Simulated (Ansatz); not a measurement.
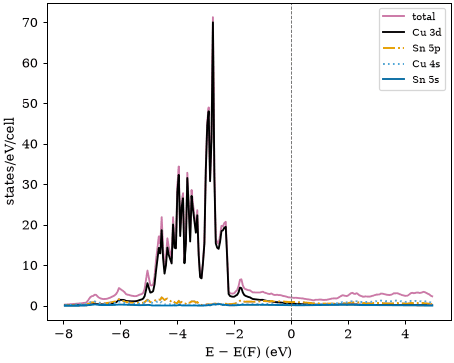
Figure. Total and projected density of states of Cu$_{3}$Sn in space group P6_3/mmc (No. 194; Cu on 6h, Sn on 2c), the program Ansatz at the r²SCAN level (PAW)

Problem. Which orbitals carry the states next to the Fermi level?

Solution. Within 0.5 eV of the Fermi level: Sn 5p 43 %, Cu 3d 26 %, Cu 4s 13 %, Sn 5s 6 %, outside the projected shells 12 %. Projections are on Löwdin-orthogonalised atomic valence shells; empty p or d shells of many metals are not among them.

Problem. Where is the tallest occupied peak in this window, and what makes it?

Solution. Near -2.8 eV, about 71 states/eV per cell; the largest projected share is Cu 3d.

The first step of the workflow began from a Materials Project structure, measured or hypothetical; the Crystallography Open Database copy checked does not list it. COD files the formula under space group No. 59, 63, so this cell is another polymorph or a model. Whether it is the stable phase at ambient conditions was not checked. The cell was relaxed with r²SCAN under the symmetry of its start; its stability against distortions is not shown here. The run is not spin-polarised. Scalar-relativistic: spin–orbit coupling is off unless named, which matters more the heavier the elements.

Potentials: the later of the program's two PAW sets.
